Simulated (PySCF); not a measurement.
## Run report: Ga₃P₃H₁₂, geometry relaxation (part 2 of 2)

The same run, continued: Ga₃P₃H₁₂; PBE0-D3(BJ)/def2-SVP geometry optimisation, gas phase (PySCF 2.14.0). It belongs to a series of runs on one base structure; here: bridge PH2.

Geometry of the input (Å):
```
Ga -0.2194  -1.2747  -2.3754
H  -0.3718  -2.7671  -2.3981
H  -0.4166  -0.4039  -3.7470
P  1.8040  -0.5947  -1.0926
Ga 2.3431  0.7868  0.7779
H  3.3255  -0.0066  1.6819
H  2.7504  2.2338  0.3355
P  0.2293  0.8115  1.9255
Ga -2.2074  0.5800  1.4897
H  -2.7549  -0.5660  2.3937
H  -2.9392  1.9385  1.3900
P  -1.8987  -0.1885  -0.8549
H  2.7305  -0.7106  -1.9304
H  1.8331  -1.8243  -0.4365
H  0.3259  -0.4474  2.6123
H  0.3045  1.6033  3.1131
H  -3.1657  -0.2691  -1.4620
H  -1.7289  1.1159  -1.3449
```

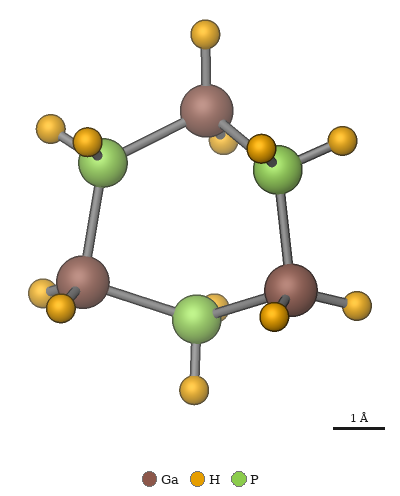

The geometry at step 11 of the log (ball-and-stick view, seen at a tilt).

## Trajectory as extended XYZ, continued
```
18
Properties=species:S:1:pos:R:3:forces:R:3 step=7 energy=-185138.11529
Ga   -0.3343   -1.2096   -2.2122    0.0118   0.0392   0.0197
H    -0.9048   -2.6498   -1.9804    0.0139  -0.0139   0.0158
H    -0.0297   -0.5712   -3.6124   -0.0174  -0.0064  -0.0093
P     1.7007   -0.9257   -0.9217   -0.0816   0.0225   0.0272
Ga    2.1109    0.8989    0.6140   -0.0131  -0.0270   0.0195
H     3.4438    0.6056    1.3856    0.0121   0.0229  -0.0011
H     1.7801    2.2263   -0.1543   -0.0114  -0.0067  -0.0062
P     0.2492    0.4553    2.0950   -0.0017   0.0138   0.0316
Ga   -2.0730    0.4506    1.4041    0.0050   0.0063  -0.0331
H    -2.7574   -0.8876    1.8467    0.0248  -0.0122   0.0114
H    -2.6067    1.8880    1.7371   -0.0163  -0.0031  -0.0027
P    -1.7548    0.3220   -0.9915   -0.0547   0.0139  -0.0154
H     2.7599   -0.9023   -1.8587    0.0867  -0.0205  -0.0390
H     2.0289   -2.1357   -0.2584   -0.0053  -0.0058  -0.0050
H     0.5511   -0.7259    2.8205   -0.0252  -0.0132  -0.0178
H     0.3319    1.3783    3.1690    0.0356  -0.0002  -0.0052
H    -3.0560    0.1663   -1.5376    0.0093   0.0009  -0.0042
H    -1.4962    1.6336   -1.4671    0.0277  -0.0105   0.0137
18
Properties=species:S:1:pos:R:3:forces:R:3 step=8 energy=-185138.11866
Ga   -0.3347   -1.2054   -2.2025   -0.0065   0.0153  -0.0074
H    -0.9207   -2.6378   -1.9533    0.0239  -0.0036   0.0149
H    -0.0286   -0.5903   -3.6129   -0.0191  -0.0019  -0.0063
P     1.7036   -0.9292   -0.9205   -0.0008  -0.0195  -0.0113
Ga    2.1035    0.8995    0.6088    0.0097   0.0144   0.0045
H     3.4516    0.6476    1.3683    0.0024   0.0062   0.0009
H     1.7413    2.2149   -0.1684   -0.0083  -0.0063  -0.0027
P     0.2531    0.4497    2.0973   -0.0184  -0.0107   0.0337
Ga   -2.0677    0.4485    1.4009   -0.0034   0.0085  -0.0200
H    -2.7433   -0.9008    1.8247    0.0250  -0.0101   0.0114
H    -2.6127    1.8760    1.7573   -0.0134  -0.0030  -0.0104
P    -1.7477    0.3413   -0.9944   -0.0452   0.0233  -0.0070
H     2.7700   -0.9224   -1.8557    0.0108   0.0000   0.0126
H     2.0204   -2.1418   -0.2558   -0.0120   0.0023   0.0050
H     0.5439   -0.7396    2.8139   -0.0117  -0.0114  -0.0169
H     0.3422    1.3637    3.1781    0.0313   0.0052  -0.0069
H    -3.0485    0.1904   -1.5421    0.0099   0.0010  -0.0070
H    -1.4819    1.6527   -1.4659    0.0257  -0.0097   0.0127
18
Properties=species:S:1:pos:R:3:forces:R:3 step=9 energy=-185138.12129
Ga   -0.3367   -1.1999   -2.1930   -0.0167  -0.0079  -0.0252
H    -0.9275   -2.6267   -1.9196    0.0207   0.0037   0.0108
H    -0.0365   -0.6100   -3.6152   -0.0137   0.0015  -0.0045
P     1.7044   -0.9314   -0.9172    0.0675  -0.0390  -0.0393
Ga    2.0966    0.9035    0.6039    0.0216   0.0356  -0.0097
H     3.4566    0.6877    1.3530   -0.0034  -0.0066   0.0023
H     1.7061    2.2074   -0.1809   -0.0053  -0.0055   0.0011
P     0.2565    0.4434    2.0980   -0.0229  -0.0159   0.0192
Ga   -2.0628    0.4455    1.3948   -0.0116   0.0115   0.0032
H    -2.7188   -0.9181    1.8051    0.0165  -0.0062   0.0050
H    -2.6258    1.8609    1.7706   -0.0086  -0.0035  -0.0112
P    -1.7425    0.3633   -0.9997   -0.0165   0.0074   0.0059
H     2.7807   -0.9439   -1.8455   -0.0500   0.0140   0.0466
H     2.0045   -2.1449   -0.2459   -0.0166   0.0090   0.0105
H     0.5351   -0.7578    2.7991    0.0025  -0.0054  -0.0107
H     0.3593    1.3460    3.1869    0.0151   0.0027  -0.0021
H    -3.0416    0.2179   -1.5521    0.0052   0.0093  -0.0100
H    -1.4638    1.6739   -1.4647    0.0164  -0.0047   0.0080
18
Properties=species:S:1:pos:R:3:forces:R:3 step=10 energy=-185138.12262
Ga   -0.3383   -1.1974   -2.1893   -0.0156  -0.0153  -0.0242
H    -0.9248   -2.6226   -1.8979    0.0112   0.0040   0.0061
H    -0.0477   -0.6222   -3.6194   -0.0065   0.0022  -0.0001
P     1.7041   -0.9317   -0.9145    0.0659  -0.0290  -0.0360
Ga    2.0924    0.9088    0.6003    0.0189   0.0337  -0.0147
H     3.4571    0.7096    1.3453   -0.0049  -0.0108   0.0026
H     1.6878    2.2066   -0.1879   -0.0033  -0.0034   0.0020
P     0.2570    0.4402    2.0972   -0.0157  -0.0081   0.0023
Ga   -2.0619    0.4434    1.3911   -0.0138   0.0072   0.0162
H    -2.6998   -0.9305    1.7964    0.0068  -0.0023  -0.0007
H    -2.6407    1.8503    1.7740   -0.0038  -0.0028  -0.0077
P    -1.7389    0.3756   -1.0026    0.0057  -0.0102   0.0102
H     2.7871   -0.9571   -1.8346   -0.0527   0.0129   0.0406
H     1.9887   -2.1439   -0.2345   -0.0117   0.0081   0.0099
H     0.5293   -0.7706    2.7838    0.0099  -0.0010  -0.0036
H     0.3727    1.3329    3.1929    0.0000  -0.0018   0.0031
H    -3.0355    0.2404   -1.5625    0.0006   0.0156  -0.0094
H    -1.4448    1.6851   -1.4600    0.0092   0.0010   0.0035
18
Properties=species:S:1:pos:R:3:forces:R:3 step=11 energy=-185138.12349
Ga   -0.3399   -1.1980   -2.1879   -0.0098  -0.0166  -0.0110
H    -0.9213   -2.6220   -1.8816    0.0009   0.0020   0.0012
H    -0.0584   -0.6327   -3.6236    0.0011   0.0026   0.0016
P     1.7029   -0.9328   -0.9116    0.0245  -0.0036  -0.0148
Ga    2.0863    0.9165    0.5946    0.0098   0.0185  -0.0119
H     3.4534    0.7274    1.3378   -0.0034  -0.0093   0.0024
H     1.6705    2.2091   -0.1961   -0.0015  -0.0016   0.0016
P     0.2559    0.4369    2.0958   -0.0027   0.0050  -0.0095
Ga   -2.0634    0.4401    1.3896   -0.0118  -0.0027   0.0191
H    -2.6868   -0.9422    1.7896   -0.0020   0.0012  -0.0041
H    -2.6557    1.8402    1.7751    0.0004  -0.0006  -0.0024
P    -1.7320    0.3847   -1.0031    0.0138  -0.0200   0.0064
H     2.7905   -0.9679   -1.8228   -0.0211   0.0034   0.0127
H     1.9740   -2.1413   -0.2201   -0.0024   0.0043   0.0065
H     0.5283   -0.7819    2.7680    0.0117   0.0017   0.0005
H     0.3818    1.3195    3.1986   -0.0112  -0.0052   0.0062
H    -3.0255    0.2685   -1.5743   -0.0022   0.0175  -0.0061
H    -1.4169    1.6928   -1.4502    0.0058   0.0035   0.0017
18
Properties=species:S:1:pos:R:3:forces:R:3 step=12 energy=-185138.12404
Ga   -0.3416   -1.2018   -2.1877   -0.0041  -0.0120   0.0030
H    -0.9202   -2.6245   -1.8718   -0.0049  -0.0002  -0.0020
H    -0.0654   -0.6418   -3.6263    0.0057   0.0019   0.0025
P     1.7011   -0.9335   -0.9091   -0.0224   0.0178   0.0075
Ga    2.0794    0.9253    0.5879    0.0008   0.0024  -0.0046
H     3.4470    0.7409    1.3312   -0.0011  -0.0046   0.0012
H     1.6559    2.2139   -0.2044    0.0004  -0.0002   0.0007
P     0.2536    0.4342    2.0936    0.0075   0.0135  -0.0120
Ga   -2.0669    0.4353    1.3900   -0.0065  -0.0121   0.0112
H    -2.6825   -0.9523    1.7837   -0.0060   0.0031  -0.0037
H    -2.6676    1.8311    1.7763    0.0031   0.0020   0.0018
P    -1.7232    0.3900   -1.0018    0.0080  -0.0176  -0.0014
H     2.7916   -0.9764   -1.8132    0.0155  -0.0065  -0.0153
H     1.9630   -2.1367   -0.2053    0.0063  -0.0002   0.0029
H     0.5320   -0.7901    2.7533    0.0090   0.0018   0.0016
H     0.3844    1.3071    3.2036   -0.0152  -0.0054   0.0057
H    -3.0132    0.3000   -1.5857   -0.0026   0.0135  -0.0016
H    -1.3838    1.6963   -1.4365    0.0066   0.0029   0.0026
18
Properties=species:S:1:pos:R:3:forces:R:3 step=13 energy=-185138.12450
Ga   -0.3438   -1.2079   -2.1869   -0.0003  -0.0048   0.0123
H    -0.9231   -2.6288   -1.8654   -0.0060  -0.0012  -0.0032
H    -0.0686   -0.6510   -3.6267    0.0070   0.0006   0.0015
P     1.6983   -0.9334   -0.9069   -0.0487   0.0261   0.0204
Ga    2.0717    0.9350    0.5806   -0.0053  -0.0098   0.0040
H     3.4393    0.7531    1.3244    0.0014   0.0011  -0.0005
H     1.6421    2.2204   -0.2131    0.0021   0.0010   0.0000
P     0.2509    0.4314    2.0906    0.0125   0.0147  -0.0071
Ga   -2.0712    0.4280    1.3911    0.0001  -0.0165  -0.0020
H    -2.6848   -0.9625    1.7766   -0.0057   0.0034  -0.0009
H    -2.6758    1.8216    1.7790    0.0038   0.0035   0.0043
P    -1.7133    0.3939   -0.9999   -0.0058  -0.0075  -0.0089
H     2.7912   -0.9843   -1.8059    0.0361  -0.0114  -0.0300
H     1.9554   -2.1298   -0.1902    0.0106  -0.0030  -0.0001
H     0.5394   -0.7967    2.7390    0.0036   0.0008   0.0006
H     0.3809    1.2946    3.2083   -0.0128  -0.0031   0.0027
H    -2.9992    0.3361   -1.5972   -0.0013   0.0059   0.0022
H    -1.3457    1.6975   -1.4197    0.0087   0.0001   0.0047
18
Properties=species:S:1:pos:R:3:forces:R:3 step=14 energy=-185138.12485
Ga   -0.3465   -1.2137   -2.1854    0.0008   0.0017   0.0114
H    -0.9285   -2.6330   -1.8626   -0.0031  -0.0008  -0.0020
H    -0.0679   -0.6582   -3.6252    0.0049  -0.0009   0.0001
P     1.6951   -0.9319   -0.9055   -0.0386   0.0171   0.0177
Ga    2.0666    0.9423    0.5758   -0.0064  -0.0120   0.0082
H     3.4340    0.7607    1.3202    0.0023   0.0041  -0.0019
H     1.6345    2.2262   -0.2182    0.0028   0.0017  -0.0001
P     0.2489    0.4294    2.0878    0.0102   0.0078  -0.0006
Ga   -2.0746    0.4208    1.3912    0.0044  -0.0127  -0.0112
H    -2.6904   -0.9702    1.7704   -0.0024   0.0020   0.0021
H    -2.6781    1.8139    1.7824    0.0026   0.0030   0.0041
P    -1.7070    0.3960   -0.9990   -0.0155   0.0022  -0.0105
H     2.7895   -0.9898   -1.8030    0.0277  -0.0082  -0.0234
H     1.9524   -2.1229   -0.1796    0.0085  -0.0030  -0.0019
H     0.5468   -0.8005    2.7286   -0.0009  -0.0002  -0.0001
H     0.3737    1.2857    3.2113   -0.0067   0.0001  -0.0005
H    -2.9895    0.3652   -1.6057    0.0004  -0.0001   0.0032
H    -1.3155    1.6970   -1.4059    0.0090  -0.0018   0.0055
18
Properties=species:S:1:pos:R:3:forces:R:3 step=15 energy=-185138.12504
Ga   -0.3489   -1.2165   -2.1836    0.0006   0.0037   0.0048
H    -0.9340   -2.6345   -1.8613   -0.0002   0.0001  -0.0001
H    -0.0655   -0.6625   -3.6232    0.0017  -0.0016  -0.0010
P     1.6927   -0.9306   -0.9047   -0.0109   0.0031   0.0073
Ga    2.0647    0.9453    0.5746   -0.0041  -0.0075   0.0067
H     3.4328    0.7648    1.3181    0.0018   0.0034  -0.0022
H     1.6316    2.2289   -0.2193    0.0024   0.0014   0.0004
P     0.2483    0.4276    2.0864    0.0051   0.0004   0.0021
Ga   -2.0754    0.4159    1.3900    0.0046  -0.0049  -0.0107
H    -2.6943   -0.9745    1.7659    0.0005   0.0004   0.0029
H    -2.6759    1.8094    1.7854    0.0005   0.0012   0.0022
P    -1.7050    0.3982   -0.9996   -0.0147   0.0046  -0.0068
H     2.7873   -0.9925   -1.8036    0.0061  -0.0013  -0.0073
H     1.9527   -2.1191   -0.1754    0.0034  -0.0013  -0.0023
H     0.5507   -0.8028    2.7243   -0.0025  -0.0004   0.0000
H     0.3676    1.2811    3.2126   -0.0017   0.0018  -0.0018
H    -2.9858    0.3814   -1.6102    0.0012  -0.0011   0.0016
H    -1.2998    1.6973   -1.3988    0.0062  -0.0019   0.0042
```

## Summary

| quantity | value |
| --- | --- |
| outcome | converged |
| total energy | −6803.700660 hartree |
| dipole moment | 0.99 D |
| point group | Cs |
| hardware | 2 CPU threads, shared host |
| wall time | 7 min (CPU time 17 min) |
| peak memory | 1.5 GiB |
